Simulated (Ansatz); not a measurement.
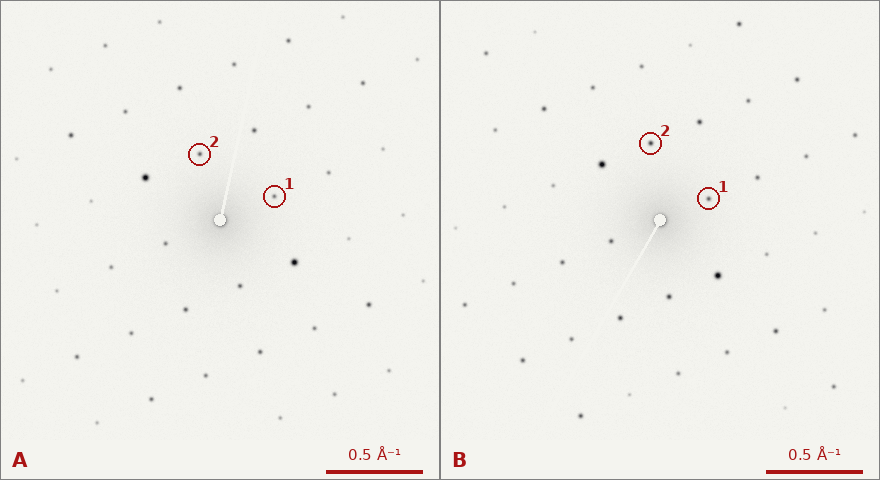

Kinematic electron diffraction patterns (300 kV, B = 0.5 Å², same scale) along [011] of the run's own cell, for the start and the end of one relaxation of YRh2F2 with DFT, PAW plane waves, r2scan in Ansatz 0.2.0. k mesh 7×7×7. The start is a generated model structure, and the relaxation ends in the nearest stationary point of its symmetry, not necessarily the ground state. Spot 1 is -1 0 0 and spot 2 is 0 -1 1 in both.

Start structure:

```
Y F Rh
1.0
     0.00000    3.88877    0.00000
     3.88877    0.00000    0.00000
     1.94439    1.94439   -4.83704
Y F Rh
1 2 2
Direct
  0.00000 0.00000 0.00000
  0.37800 0.37800 0.24400
  0.62200 0.62200 0.75600
  0.75000 0.25000 0.50000
  0.25000 0.75000 0.50000
```

Q: Which pattern belongs to the start structure, and which to the relaxed one?

A: B is the start: its cell gives d(1) = 3.608 Å, d(2) = 2.482 Å and an angle of 73.3°. A is the relaxed structure, with d(1) = 3.238 Å (-10.3 %), d(2) = 2.782 Å (+12.1 %) and 83.4°.

Q: Name reflections whose intensity changes strongly on relaxation.

A: 2 0 0 goes from 8.5 to 3.1 % of the strongest spot; 0 2 -2 goes from 4.2 to 9.6 % of the strongest spot; 0 1 -1 goes from 20 to 9.5 % of the strongest spot.

Q: What did the relaxation do to the structure and the energy?

A: The volume changed by +15.4 % to 16.88 Å³ an atom; with the mean shift removed, the atoms moved by up to 0.78 Å relative to the cell (F most); the space group stayed I4/mmm (No. 139); the free energy fell by 470 meV an atom. Relaxed cell: a = 3.312 Å, b = 3.312 Å, c = 8.042 Å, α = 78.12°, β = 78.12°, γ = 90.00°.
